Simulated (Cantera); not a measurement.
Feed: 1 mol B, a varied amount of O2, 0.11 mol H2, held at 1150 °C and 10.0 Pa.

These are equilibrium values from Cantera (NASA tables, ideal gas, pure condensed phases), not measurements of a reactor. Candidate condensed phases: B, B2O3, B3O3H3, H2O; 23 gas species. Mutual solubility and eutectic melting of coexisting phases are not modelled. The numbers say what is thermodynamically allowed, not how fast it happens.

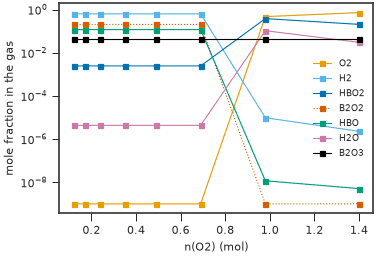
Fig. 1. Equilibrium gas composition (values under 1e-9 drawn at 1e-9)

From 0.12 mol O2 to 0.69 mol O2 the condensed part is B(s) + B2O3(l). From 0.98 mol O2 to 1.4 mol O2 the condensed part is B2O3(l). The main B-bearing gas is B2O2 at 0.12 mol O2 and HBO2 at 1.4 mol O2.
